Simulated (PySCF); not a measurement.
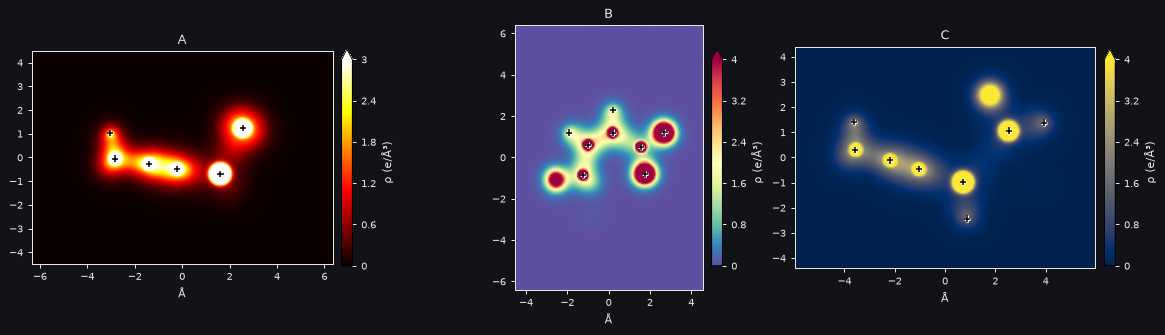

The electron density of 3 systems, each on a plane through atoms (crosses mark nuclei in the plane).

Theory: PySCF 2.14.0, PBE0/pcSseg-1, SCF density, gas phase, non-relativistic.

System 1: C6H9FOSi2, the plane of atoms C2, C1 and H13. Geometry: GFN2-xTB.

```json
{"atom": "C", "x (Å)": "3.9664", "y (Å)": "0.1418", "z (Å)": "0.7930"}
{"atom": "C", "x (Å)": "2.6197", "y (Å)": "0.2705", "z (Å)": "0.2908"}
{"atom": "C", "x (Å)": "1.4945", "y (Å)": "0.3740", "z (Å)": "-0.1309"}
{"atom": "Si", "x (Å)": "-0.2340", "y (Å)": "0.5665", "z (Å)": "-0.7311"}
{"atom": "C", "x (Å)": "-1.3963", "y (Å)": "1.4838", "z (Å)": "0.4871"}
{"atom": "Si", "x (Å)": "-2.1814", "y (Å)": "-0.1600", "z (Å)": "1.0641"}
{"atom": "F", "x (Å)": "-1.5382", "y (Å)": "-0.5873", "z (Å)": "2.4930"}
{"atom": "C", "x (Å)": "-1.2208", "y (Å)": "-1.0846", "z (Å)": "-0.3116"}
{"atom": "C", "x (Å)": "-2.1013", "y (Å)": "-1.3472", "z (Å)": "-1.4327"}
{"atom": "O", "x (Å)": "-3.1352", "y (Å)": "-0.7410", "z (Å)": "-1.6278"}
{"atom": "H", "x (Å)": "4.5490", "y (Å)": "-0.5053", "z (Å)": "0.1378"}
{"atom": "H", "x (Å)": "4.4412", "y (Å)": "1.1215", "z (Å)": "0.8371"}
{"atom": "H", "x (Å)": "3.9480", "y (Å)": "-0.2883", "z (Å)": "1.7939"}
{"atom": "H", "x (Å)": "-0.2744", "y (Å)": "0.9561", "z (Å)": "-2.1400"}
{"atom": "H", "x (Å)": "-0.9008", "y (Å)": "2.0585", "z (Å)": "1.2646"}
{"atom": "H", "x (Å)": "-2.0961", "y (Å)": "2.1497", "z (Å)": "-0.0087"}
{"atom": "H", "x (Å)": "-3.6030", "y (Å)": "-0.3507", "z (Å)": "1.2301"}
{"atom": "H", "x (Å)": "-0.5804", "y (Å)": "-1.9289", "z (Å)": "-0.0732"}
{"atom": "H", "x (Å)": "-1.7668", "y (Å)": "-2.1197", "z (Å)": "-2.1553"}
```

System 2: C5H8BF3O, the plane of atoms C6, C7 and B8. Geometry: GFN2-xTB.

```xyz
18

C     2.8224    0.9259   -0.1772
O     1.8573    0.1635    0.5014
C     0.8166   -0.2744   -0.3292
C    -0.1617   -1.0999    0.5173
F     0.3716   -2.3585    0.7077
C    -1.4967   -1.2526   -0.1384
C    -2.4543   -0.3230   -0.1956
B    -2.4177    1.0940    0.4283
F    -1.4235    1.5736    1.1511
F    -3.4172    1.9414    0.2717
H     3.3064    0.3427   -0.9705
H     2.3766    1.8253   -0.6198
H     3.5626    1.2138    0.5657
H     1.2046   -0.9024   -1.1466
H     0.2803    0.5823   -0.7657
H    -0.2304   -0.6387    1.5091
H    -1.6432   -2.2226   -0.5974
H    -3.3623   -0.5843   -0.7235
```

System 3: C5H9FSSi2, the plane of atoms C2, C1 and H10. Geometry: GFN2-xTB.

```xyz
18

C     3.6359   -1.2392   -0.1388
C     2.4809   -0.3911   -0.3101
C     1.5243    0.3326   -0.4426
Si    0.0034    1.3399   -0.7089
C    -1.0444    1.3558    0.8895
Si   -2.4945    0.1535    0.6972
F    -2.4149   -0.9829    1.8485
C    -2.1814   -0.7288   -0.9573
S    -1.2901    0.3579   -2.1328
H     3.5786   -2.0853   -0.8232
H     3.6771   -1.6127    0.8842
H     4.5449   -0.6756   -0.3476
H     0.2934    2.6558   -1.2641
H    -1.4008    2.3659    1.0791
H    -0.4262    1.0818    1.7423
H    -3.8264    0.7255    0.8054
H    -3.0946   -1.0227   -1.4689
H    -1.5740   -1.6240   -0.8236
```

**Match each panel to its system.**

Panel A is system 3, C5H9FSSi2: the plane holds C, Si, S and H. C–C (1.21 Å): ρ is about 2.7 e/Å³ halfway. Panel B is system 2, C5H8BF3O: the plane holds C, B, F and H. B–F (1.32 Å): ρ is about 2.3 e/Å³ halfway. Panel C is system 1, C6H9FOSi2: the plane holds C, Si and H. C–C (1.21 Å): ρ is about 2.7 e/Å³ halfway.
